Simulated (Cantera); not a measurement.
Charge: 1 mol Cu, 28 mol CO, 1.2 mol N2, at 1.40 bar.

Equilibrium computed with Cantera from the NASA thermochemical tables; the gas is ideal and each condensed phase is pure. Candidate condensed phases: C, Cu, CuO, Cu2O; 27 gas species. Rates play no part.

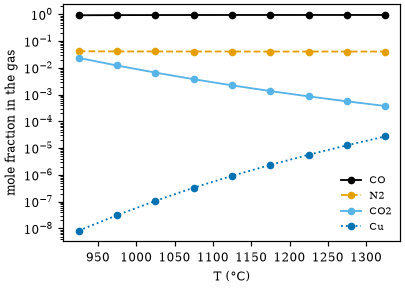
Figure. Equilibrium gas composition (values under 1e-9 drawn at 1e-9)

Question: Read off the mole fractions at 1275 °C.

Answer: CO about 0.96, N2 about 0.041, CO2 about 0.00057, Cu about 1.3e-5.
